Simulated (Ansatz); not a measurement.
**TiO2 (anatase), energy over volume and axial ratio**

TiO2 (anatase)

Space group I4₁/amd, origin choice 1 (No. 141); a = 3.7984 Å, b = 3.7984 Å, c = 9.7038 Å, α = 90.00°, β = 90.00°, γ = 90.00°

```json
[
 {"atom": "Ti", "site": "4b", "symmetry": "-4m2", "x": "0.0000", "y": "0.0000", "z": "0.5000"},
 {"atom": "O", "site": "8e", "symmetry": "2mm.", "x": "0.0000", "y": "0.0000", "z": "0.2936"}
]
```
(The calculation used a cell of 6 atoms; values per cell refer to that cell.)

Grid over V/V₀ and (c/a)/(c/a)₀, subscript 0 meaning the relaxed cell; the conventional c axis lies along z; no internal relaxation.

All values below come from PBE (plane waves to 420 eV, PAW, scalar-relativistic; Ansatz, a first-principles code). k mesh 12×12×12 (Γ-centred), Fermi-Dirac smearing 0.05 eV. E stands for the smeared free energy. Stress and pressure are positive under compression. As the atoms are clamped, bonds stretch with the cell, which overstates energies and stresses. The PAW data are Ansatz's earlier set. TiO2 is run without spin polarisation. TiO2 was relaxed with its symmetry unable to fall. The zero of ΔE is the relaxed starting cell.

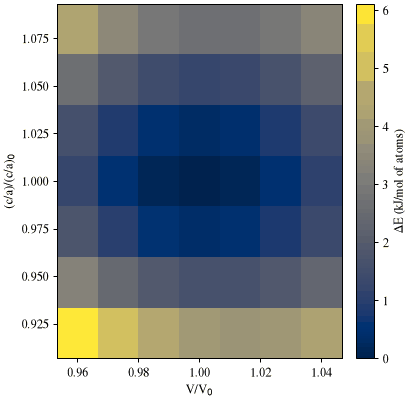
ΔE (kJ/mol of atoms) over the 7×7 grid of computed points.

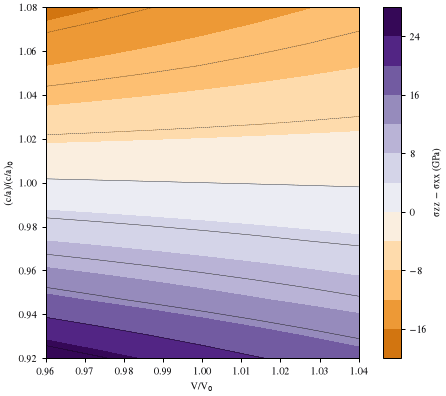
Figure. σzz − σxx (GPa) over the 7×7 grid of computed points.

The modulus against c/a change at fixed volume, (3/4V)·∂²E/∂(ln c/a)² (fit, atoms clamped) is 107 GPa, an upper bound as the atoms could relax. Highest place on the grid: V/V₀ = 0.960, (c/a)/(c/a)₀ = 0.920 (63.4 meV/atom). Lowest place on the grid: V/V₀ = 1.000, (c/a)/(c/a)₀ = 1.000 (0.0 meV/atom).

Near the relaxed cell σzz − σxx = −2Cδ (compression positive), C being this modulus and δ the logarithm of the ratio.

(A scan under strain: stresses follow from slopes of the energy per volume, elastic moduli from its curvatures.)
